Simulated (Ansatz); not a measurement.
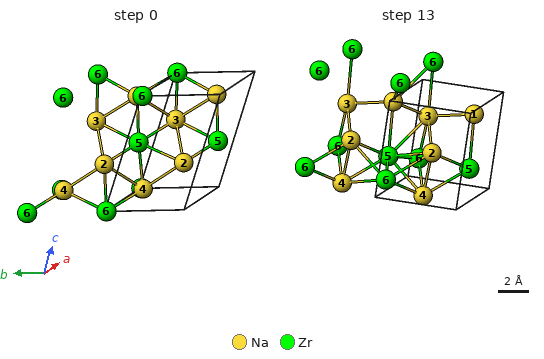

The structure of solid Na₂Zr (built on the fluorite_225 type) (coarse preliminary run) before (left) and after (right) a relaxation, at one scale.

The picture is a ball-and-stick view of the cell of the calculation, reduced to other axes, repeated 1 × 2 × 1 with one cell outlined, seen from a free direction. Lengths and directions refer to the drawn axes.

Level of theory: Ansatz 0.2.0, DFT PBE, scalar-relativistic, plane waves, PAW.

Input file:
```yaml
crystal:
  lattice:
    - [-0.1095252723, 3.769435841, 3.7266371233]
    - [3.7195070279, 3.7097452307, -0.049834662]
    - [-3.7949730677, 7.5447911631, -3.6230313321]
  atoms:
    - { symbol: Na, position: [0.3944468655, 0.3567935985, 0.8748413463] }
    - { symbol: Na, position: [0.8532528136, 0.8661038613, 0.3858318674] }
    - { symbol: Na, position: [0.1492512153, 0.1289105489, 0.618929597] }
    - { symbol: Na, position: [0.6058479153, 0.6452277679, 0.1216649986] }
    - { symbol: Zr, position: [0.5224529435, 0.4970987617, 0.4967486482] }
    - { symbol: Zr, position: [-0.0252517532, 1.0058654618, 1.0019835425] }
basis:
  ecutwfc: 420
kpoints:
  mp_grid: { grid: [6, 6, 6] }
hamiltonian:
  xc: pbe
scf:
  occupations: { method: gaussian, width: 0.1 }
output:
  forces: true
  stress: true
  eigenvalues: true
relax:
  adjacent_minimum: "off"
  f_tol: 0.015
  max_steps: 120
  cell: { stress_tol: 0.15 }
```

Run as
```bash
ansatz run input.yaml --threads 1 --pin off --max-ram 2560MiB --backend cpu --events-out ev --progress --plain --runs-dir out
```

What changed between the two?

The run was cut off at its time limit before the relaxation converged, so the last structure is only a point on the way. The largest moves relative to the cell, 1.53 Å, are those of Zr5 and Zr6. Zr6 goes roughly along [0 −1 3]. Largest moves by element: Zr 1.53 Å, Na 1.36 Å. Cell: a 5.254 → 4.962 Å (−5.5 %), b 5.302 → 5.478 Å (+3.3 %), c 9.047 → 7.159 Å (−20.9 %), α 105.4° → 88.5°, β 90.8° → 92.0°, γ 118.7° → 116.1°. Volume −16.8 %. Near-neighbour distances that change, for instance: Na1–Zr5 6.091 → 3.249 Å, Na3–Zr6 5.957 → 3.252 Å, Na2–Na4 3.751 → 6.339 Å, Na2–Zr6 6.149 → 3.587 Å. New bonds form: Na1–Zr5 (6.09 → 3.25 Å), Na3–Zr6 (5.96 → 3.25 Å), Zr5–Zr6 (5.08 → 2.69 Å), Zr5–Zr6 (5.21 → 2.88 Å). Bonds break: Na1–Zr6 (3.13 → 4.44 Å), Na3–Zr5 (3.31 → 4.45 Å). The space group stays P1 (No. 1). After 13 geometry steps the energy has fallen by 896 meV per atom. Largest force component: 0.44 eV/Å at the start, 0.084 eV/Å at the end. The pressure goes from 0.48 to −0.03 GPa. Cost: 15 min on 1 thread of Arm Neoverse V2 (shared host), peak memory 1 GiB.
